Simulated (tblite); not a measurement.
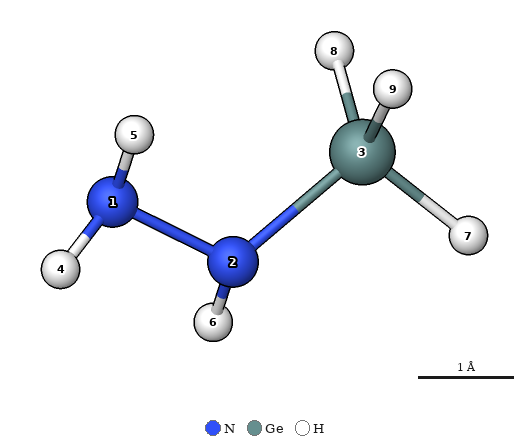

Fig. 1: The input geometry (ball-and-stick view, seen at a tilt; atoms are numbered from 1 in the order of the input). Sticks mark near contacts.

## Molecular dynamics, with input and output: GeN₂H₆ (part 1 of 2)

System: GeN₂H₆, SMILES N[NH][GeH3].
Method: GFN2-xTB Langevin dynamics, gas phase (tblite 0.8.0).

## The input
```
{"job": {"kind": "md", "xc": "GFN2-xTB", "basis": "xTB", "temperature": 600, "steps": 2000, "every": 50}, "charge": 0, "multiplicity": 1}
N     -1.552710     0.173251    -0.156804
N     -0.345637    -0.632428    -0.321418
Ge     1.215996     0.196811     0.150002
H     -2.336000    -0.482069    -0.144257
H     -1.498561     0.564935     0.782972
H     -0.345534    -0.944798    -1.288457
H      2.283428    -0.769861    -0.231866
H      1.469509     1.548801    -0.451946
H      1.123071     0.351353     1.636593
```

The first line tells a small driver script what to run in tblite; the rest is the geometry in Å.

Launch command:
```bash
OMP_NUM_THREADS=1 python <driver script> task.json out
```

## Output
```
t/fs     T/K      E/eV
    0.0   558.2   -293.15995
   25.0   495.6   -293.00795
   50.0   421.9   -292.87128
   75.0   336.0   -292.79528
  100.0   533.0   -292.77300
  125.0   653.0   -292.83225
  150.0   630.1   -292.80652
  175.0   574.0   -292.66973
  200.0   483.6   -292.74913
  225.0   487.4   -292.56349
  250.0   797.6   -292.47661
  275.0   708.1   -292.47314
  300.0   873.8   -292.61881
  325.0   924.6   -292.72387
  350.0   735.4   -292.48269
  375.0   667.7   -292.31236
  400.0   917.2   -292.81232
  425.0   839.7   -292.49399
  450.0   929.7   -292.19593
  475.0   812.3   -292.38230
  500.0   790.1   -292.28221
  525.0   811.2   -292.31738
  550.0  1025.3   -292.83642
  575.0   517.5   -292.17607
  600.0   490.8   -292.59955
  625.0   486.5   -292.68554
  650.0   343.3   -292.63150
  675.0   427.2   -292.51889
  700.0   708.0   -292.56010
  725.0   621.3   -292.79321
  750.0   596.7   -292.73027
  775.0   646.3   -292.71912
  800.0   732.8   -292.82907
  825.0   536.2   -292.67881
  850.0   431.6   -292.70080
  875.0   435.5   -292.79083
  900.0   574.5   -292.75742
  925.0   619.7   -292.64857
  950.0   621.4   -292.47810
  975.0   781.7   -292.51081
 1000.0   493.7   -292.61820
```

## Trajectory as extended XYZ (Å, eV, eV/Å), 41 frames, from step=0 to step=40
```
9
Properties=species:S:1:pos:R:3:forces:R:3 step=0 time_fs=0.0 energy=-293.15995 temperature=558.2
N    -1.5527    0.1733   -0.1568    0.0001  -0.0011  -0.0001
N    -0.3456   -0.6324   -0.3214    0.0032   0.0017  -0.0045
Ge    1.2160    0.1968    0.1500   -0.0029   0.0007   0.0060
H    -2.3360   -0.4821   -0.1443    0.0030  -0.0024   0.0046
H    -1.4986    0.5649    0.7830    0.0043   0.0037  -0.0033
H    -0.3455   -0.9448   -1.2885    0.0000   0.0024   0.0027
H     2.2834   -0.7699   -0.2319   -0.0019  -0.0009   0.0015
H     1.4695    1.5488   -0.4519   -0.0026   0.0004  -0.0010
H     1.1231    0.3514    1.6366   -0.0032  -0.0045  -0.0057
9
Properties=species:S:1:pos:R:3:forces:R:3 step=1 time_fs=25.0 energy=-293.00795 temperature=495.6
N    -1.6110    0.1232   -0.1305    0.0031  -0.5533  -0.5327
N    -0.4030   -0.7324   -0.2342    0.1502   1.0716   0.9550
Ge    1.1907    0.2109    0.1289   -0.1948  -0.9249   1.1233
H    -2.3926   -0.5292   -0.3298    0.3922   0.5754   0.4708
H    -1.6879    0.4999    0.8178    0.0910  -0.4701  -0.1837
H    -0.3720   -0.9930   -1.1968   -0.0502  -0.3440  -0.7896
H     2.3452   -0.7296   -0.1412   -0.2889   0.0590  -0.0823
H     1.4308    1.4750   -0.5821   -0.0558   0.4639  -0.1342
H     1.1662    0.3749    1.6833   -0.0468   0.1225  -0.8267
9
Properties=species:S:1:pos:R:3:forces:R:3 step=2 time_fs=50.0 energy=-292.87128 temperature=421.9
N    -1.6039    0.0464   -0.0450   -0.8217  -0.2807  -0.2823
N    -0.3785   -0.7293   -0.1244   -0.2265  -0.8766  -0.2347
Ge    1.1221    0.2400    0.1226   -0.2838   0.9261  -0.3252
H    -2.4006   -0.5512   -0.3110    0.4496   0.0925  -0.3305
H    -1.8073    0.1611    0.9384    0.3126   0.3774   0.6244
H    -0.4667   -1.4330   -0.8517    0.1424   0.3401   0.0338
H     2.2970   -0.6200   -0.3385   -0.3456   0.3081   0.3729
H     1.0223    1.6317   -0.6380    0.2444  -0.8104   0.3751
H     0.8625    0.5701    1.5909    0.5285  -0.0764  -0.2335
9
Properties=species:S:1:pos:R:3:forces:R:3 step=3 time_fs=75.0 energy=-292.79528 temperature=336.0
N    -1.6172   -0.0565    0.1230   -2.4706   0.8744   0.6140
N    -0.4467   -0.8550    0.0217    0.9159  -0.4410  -0.0865
Ge    1.0705    0.2589    0.0909   -0.0018  -1.3706   0.7630
H    -2.4940   -0.4446   -0.2772    1.0424  -0.2594  -0.7048
H    -1.9465   -0.1188    1.0897    0.6574   0.3556   0.5041
H    -0.4745   -1.3416   -0.8655    0.1463  -0.0958  -0.1184
H     2.1768   -0.6293   -0.3186    0.2301  -0.1737  -0.2150
H     0.9808    1.4255   -0.7121   -0.1704   1.1925  -0.8996
H     1.4481    0.6935    1.4682   -0.3493  -0.0821   0.1430
9
Properties=species:S:1:pos:R:3:forces:R:3 step=4 time_fs=100.0 energy=-292.77300 temperature=533.0
N    -1.6794   -0.1254    0.2455    0.3246  -0.2484   0.9730
N    -0.3813   -0.8734    0.0807   -1.6783  -0.8643  -0.6695
Ge    1.1047    0.2072    0.0567   -1.0651   0.6560  -1.9226
H    -2.4575   -0.6110   -0.2026    0.5163  -0.1382  -0.4310
H    -1.9640   -0.2264    1.2428    0.6618   0.2453  -0.4914
H    -0.5562   -1.4998   -0.7353    0.6103   0.6637   0.8305
H     2.3120   -0.5575   -0.3875   -0.1209  -0.0549   0.0976
H     0.7012    1.3278   -1.0391    0.6141  -0.5981   0.8944
H     1.1692    0.7515    1.3946    0.1373   0.3388   0.7190
9
Properties=species:S:1:pos:R:3:forces:R:3 step=5 time_fs=125.0 energy=-292.83225 temperature=653.0
N    -1.6646   -0.2567    0.3696   -0.2451  -0.1834  -0.9644
N    -0.3983   -0.7940   -0.0525   -0.7091   0.2377   0.0318
Ge    1.1409    0.1260   -0.0176    0.6630   0.2996   1.0077
H    -2.3802   -0.8130   -0.1377    0.3190   0.6221   0.4989
H    -1.7970   -0.3853    1.3652   -0.0508  -0.1026   0.2563
H    -0.4396   -1.7933    0.0357    0.6192  -0.3859  -0.0674
H     2.1565   -0.9652   -0.2773   -0.1147   0.0924   0.2743
H     1.5036    1.1921   -0.9995   -0.4606   0.0900  -0.3539
H     1.2815    0.9241    1.3612   -0.0209  -0.6699  -0.6835
9
Properties=species:S:1:pos:R:3:forces:R:3 step=6 time_fs=150.0 energy=-292.80652 temperature=630.1
N    -1.6123   -0.2301    0.3624    1.8604   0.5271   1.2709
N    -0.4066   -0.8269   -0.1460    0.8751  -0.2108   0.0839
Ge    1.2517    0.0423   -0.0246   -1.2183  -0.6289  -0.5298
H    -2.3039   -0.5978   -0.2382   -1.3325  -0.4337   0.0630
H    -1.6478   -0.4368    1.3898   -0.7476   0.1108  -1.2703
H    -0.3495   -1.8028    0.1534    0.0567   0.0579  -0.1171
H     2.2354   -1.0615   -0.1158    0.1494  -0.1552  -0.4956
H     1.1315    1.0499   -1.1156    0.3088  -0.0044   0.1989
H     1.5130    0.5247    1.3166    0.0479   0.7372   0.7962
9
Properties=species:S:1:pos:R:3:forces:R:3 step=7 time_fs=175.0 energy=-292.66973 temperature=574.0
N    -1.3431   -0.1880    0.2480   -0.8310   1.0829  -1.6561
N    -0.2658   -0.9319   -0.1430    2.3162  -2.1995  -0.0524
Ge    1.3346   -0.0441    0.0389    0.4182  -0.0977   0.0389
H    -2.0869   -0.5499   -0.3318   -0.8760   0.3630   0.6597
H    -1.4293   -0.1727    1.2220   -0.9950  -0.1282   1.6164
H    -0.3774   -1.9692    0.0944    0.5086   1.2779  -0.1560
H     2.3164   -1.0039   -0.5981   -0.0014   0.1407   0.3501
H     1.1427    1.0920   -0.8761   -0.1354   0.3239  -0.2710
H     1.8753    0.6845    1.3645   -0.4041  -0.7631  -0.5297
9
Properties=species:S:1:pos:R:3:forces:R:3 step=8 time_fs=200.0 energy=-292.74913 temperature=483.6
N    -1.1907   -0.1238    0.1608   -0.5872   0.2726   1.5647
N    -0.1511   -1.1183   -0.0451    0.2705   2.0883  -0.7263
Ge    1.4072   -0.0830    0.1253   -0.1199  -0.3267  -0.4811
H    -1.9393   -0.3998   -0.4561   -0.5131   0.0603   0.1025
H    -1.5595   -0.0586    1.1877    0.7428  -0.4029  -2.1090
H    -0.2839   -1.8435    0.5957    0.1007  -1.4806   0.9403
H     2.5851   -0.8203   -0.4551   -0.1627   0.1498  -0.1406
H     1.1540    1.3331   -0.3204   -0.0081  -0.5115  -0.2103
H     1.6732    0.0065    1.5482    0.2771   0.1506   1.0598
9
Properties=species:S:1:pos:R:3:forces:R:3 step=9 time_fs=225.0 energy=-292.56349 temperature=487.4
N    -1.2660   -0.1840    0.1417    0.5816  -0.7273  -2.2665
N    -0.1956   -1.2117    0.0210   -0.1510   0.9275   2.0427
Ge    1.4656   -0.1504    0.1873   -0.7965  -0.9474   0.1125
H    -2.1746   -0.4574   -0.2452    0.6961  -0.4898   0.0057
H    -1.4296    0.1841    1.0278    0.0310   0.3483   1.8731
H    -0.1916   -1.7614    0.9360   -0.1991   0.3243  -1.3966
H     2.6350   -0.7244   -0.5900   -0.1903  -0.1520   0.3899
H     1.0805    1.0806   -0.4919   -0.0950   0.6557  -0.0541
H     1.7068   -0.0089    1.7175    0.1231   0.0609  -0.7066
9
Properties=species:S:1:pos:R:3:forces:R:3 step=10 time_fs=250.0 energy=-292.47661 temperature=797.6
N    -1.3490   -0.3883    0.1182   -2.2847   1.6510   0.2588
N    -0.0804   -0.9766    0.0863   -0.6058  -1.5396   0.3598
Ge    1.5199   -0.2845    0.1835    1.3664   0.6447   0.8068
H    -2.0890   -0.9983   -0.2092    0.3360  -0.2169  -0.2705
H    -1.8200    0.1124    0.9572    1.8684  -1.2279  -0.7000
H    -0.0707   -2.0157    0.1363   -0.2726   0.8597   0.3077
H     2.3333   -1.5498    0.0245   -0.0031   0.3580  -0.2692
H     1.7345    0.9661   -0.6178   -0.0822  -0.2483  -0.4019
H     1.9910    0.2797    1.5562   -0.3224  -0.2807  -0.0915
9
Properties=species:S:1:pos:R:3:forces:R:3 step=11 time_fs=275.0 energy=-292.47314 temperature=708.1
N    -1.4531   -0.3042    0.1564    1.7479  -1.7466  -2.7474
N    -0.0794   -0.9526   -0.0165   -1.2919  -0.4315   0.3724
Ge    1.6285   -0.3670    0.2253   -0.4807  -0.1088  -1.6472
H    -1.9857   -0.8162   -0.6090    0.5931   1.1916   0.5329
H    -1.9270   -0.6782    0.9362   -0.1394  -0.3468   1.7469
H    -0.0905   -1.9719    0.1545   -0.4988   0.7179  -0.0822
H     2.4921   -1.5488   -0.1311   -0.2269  -0.1929   0.5277
H     1.9745    0.4685   -0.9902   -0.1680   0.4021   0.4768
H     1.7232    0.1950    1.5474    0.4648   0.5150   0.8201
9
Properties=species:S:1:pos:R:3:forces:R:3 step=12 time_fs=300.0 energy=-292.61881 temperature=873.8
N    -1.3043   -0.3073    0.1811   -0.2326  -1.4064  -0.7720
N    -0.1318   -1.0884   -0.1998    2.1363   0.0139   0.5201
Ge    1.6741   -0.3996    0.2782   -0.7689  -0.4375   1.0134
H    -1.6155   -0.0281   -0.7594   -0.2394   0.5179   0.4243
H    -1.9662   -1.0626    0.4341   -0.0215   0.8107   0.1955
H    -0.1352   -2.0293    0.2221   -0.1637   0.6317  -0.0708
H     2.4965   -1.6947    0.2216   -0.1402   0.3950  -0.3118
H     2.1513    0.7480   -0.5803   -0.1799  -0.2993  -0.0837
H     1.9554    0.0880    1.7933   -0.3901  -0.2260  -0.9150
9
Properties=species:S:1:pos:R:3:forces:R:3 step=13 time_fs=325.0 energy=-292.72387 temperature=924.6
N    -1.0339   -0.4379    0.2522   -1.1835   4.0898   1.5594
N     0.0009   -1.2120   -0.2338    2.2013  -0.4451  -1.1051
Ge    1.6221   -0.4528    0.2773   -0.6055   0.1157  -0.6084
H    -0.8330    0.6352    0.0146   -0.8596  -2.6652   0.1348
H    -1.9291   -0.7674   -0.0693   -0.3059   0.2536  -0.6355
H    -0.0973   -2.0818    0.2437    0.0219  -1.0811   0.2523
H     2.6085   -1.4245   -0.1623    0.5583  -0.3096  -0.2953
H     1.5977    0.8563   -0.4656    0.1418  -0.1698   0.0807
H     1.7548   -0.2119    1.7115    0.0313   0.2117   0.6169
9
Properties=species:S:1:pos:R:3:forces:R:3 step=14 time_fs=350.0 energy=-292.48269 temperature=735.4
N    -0.9884   -0.4634    0.2964   -2.1076  -4.2861  -2.4762
N     0.0719   -1.3471   -0.2654   -2.0130  -0.4182   0.0538
Ge    1.5643   -0.5275    0.2046    1.9271  -0.5387  -0.6024
H    -0.6106    0.2330    0.7989    1.2310   3.1480   1.6183
H    -1.6550   -0.2398   -0.4583    0.6950   0.3309   0.6016
H    -0.2977   -2.3253   -0.1740    0.9047   1.2341   0.0370
H     2.8172   -1.0318   -0.5534   -0.4939  -0.2741   0.5318
H     1.4207    0.7727   -0.4688   -0.2525   0.6336   0.1135
H     1.7427   -0.4694    1.6865    0.1092   0.1705   0.1226
9
Properties=species:S:1:pos:R:3:forces:R:3 step=15 time_fs=375.0 energy=-292.31236 temperature=667.7
N    -1.2530   -0.6615    0.2788    3.6585  -0.8741   1.4766
N     0.0411   -1.3501   -0.3332   -2.6791   1.1950   1.1013
Ge    1.6349   -0.6252    0.0730    0.6429   0.8681   1.4925
H    -0.8569   -0.3441    1.2553   -1.2783  -0.5479  -1.7779
H    -1.3438    0.1969   -0.2292   -0.1374   0.4986  -0.5097
H     0.0173   -2.2433    0.1260   -0.2377  -0.6646  -0.1922
H     2.5713   -1.7005   -0.4325    0.0144   0.5657  -0.0638
H     1.5564    0.8832   -0.1430    0.1762  -0.3139  -0.8551
H     1.9127   -0.3444    1.6584   -0.1594  -0.7269  -0.6716
9
Properties=species:S:1:pos:R:3:forces:R:3 step=16 time_fs=400.0 energy=-292.81232 temperature=917.2
N    -1.3835   -0.7878    0.1105    0.6525   1.7511  -0.0069
N    -0.0690   -1.2617   -0.2654   -0.5606  -1.5761  -0.5599
Ge    1.6821   -0.7074   -0.0326   -0.7307  -0.0375   0.0651
H    -1.4818   -0.7833    1.1355    0.0751  -0.0739  -0.2040
H    -1.4800    0.2420   -0.1625    0.2414  -1.5633   0.2565
H    -0.2484   -2.2509   -0.5690    0.5549   1.2486   0.3455
H     2.6972   -1.7707   -0.4222   -0.4453   0.0321   0.1310
H     1.8438    0.4057   -1.0707    0.0670   0.0284   0.5453
H     1.8286   -0.3668    1.4720    0.1458   0.1904  -0.5727
9
Properties=species:S:1:pos:R:3:forces:R:3 step=17 time_fs=425.0 energy=-292.49399 temperature=839.7
N    -1.3783   -0.8620   -0.0590   -3.3503   0.3460   1.5522
N    -0.1287   -1.3467   -0.2225    2.4754   0.0385   0.8069
Ge    1.6316   -0.7231   -0.1297   -0.5224  -0.6316  -2.0765
H    -1.8077   -0.9184    0.8857    0.7500  -1.1274   0.0554
H    -1.5389    0.1011   -0.1408    0.3706   2.0930  -1.2459
H    -0.2090   -1.9403   -1.0046    0.3489  -1.0312  -1.1394
H     2.2432   -2.0589   -0.3965    0.1941  -0.0730   0.1318
H     2.1962    0.1400   -1.3577   -0.4606  -0.2021   0.8089
H     2.0310   -0.1723    1.1278    0.1942   0.5877   1.1065
9
Properties=species:S:1:pos:R:3:forces:R:3 step=18 time_fs=450.0 energy=-292.19593 temperature=929.7
N    -1.3817   -0.7216   -0.0912   -2.7768   2.4445   2.8511
N    -0.2053   -1.4275   -0.2321    1.4795  -1.6041  -1.2258
Ge    1.5724   -0.7631   -0.2150   -1.2043  -0.7695   1.9437
H    -1.7768   -0.9132    0.9158    0.5136  -0.2676  -1.6117
H    -1.3392    0.3382    0.0665    0.8299  -1.4061  -0.9407
H    -0.5182   -2.2530   -0.8462    1.2008   1.3811   0.8449
H     2.3117   -2.1943   -0.0220   -0.2884   1.2661  -0.3841
H     2.0185    0.3971   -1.0752    0.1234  -0.2451  -0.4499
H     1.5116    0.0800    1.2535    0.1222  -0.7993  -1.0276
9
Properties=species:S:1:pos:R:3:forces:R:3 step=19 time_fs=475.0 energy=-292.38230 temperature=812.3
N    -1.2923   -0.5266   -0.0935    2.8256  -0.8764  -2.9244
N    -0.1522   -1.5542   -0.2769   -0.4079   2.9507   1.8471
Ge    1.4718   -0.7982   -0.2606    0.2179  -0.4428  -2.3062
H    -1.6225   -0.8346    0.7355   -2.2270  -1.3908   3.2857
H    -0.7906    0.2840    0.2058    0.3595   1.1585  -0.2432
H    -0.5064   -2.2885   -0.7737   -0.7447  -1.8999  -1.5265
H     2.6145   -1.7060   -0.3129    0.2459  -0.8836   0.2257
H     1.7191   -0.1136   -1.6211   -0.2008   0.3935   0.6196
H     1.5590   -0.0775    0.9624   -0.0685   0.9907   1.0223
9
Properties=species:S:1:pos:R:3:forces:R:3 step=20 time_fs=500.0 energy=-292.28221 temperature=790.1
N    -1.2475   -0.4326   -0.2349   -0.3106  -2.0184   1.2540
N    -0.2441   -1.6026   -0.0688   -1.9530   1.0858  -2.3051
Ge    1.3673   -0.7893   -0.3061    0.4359  -0.6724   2.3930
H    -2.1596   -0.7633    0.3188    2.4432   1.2661  -1.0044
H    -0.7131    0.3677    0.1841   -1.3735  -0.8166   0.1306
H    -0.4031   -2.1964   -0.9612    0.0519   0.8202   1.7523
H     2.1810   -2.0688   -0.2902    0.3275   0.5850   0.0040
H     1.4916    0.1419   -1.3655    0.1868   0.7918  -1.5482
H     1.4147    0.2569    0.9524    0.1918  -1.0415  -0.6761
```
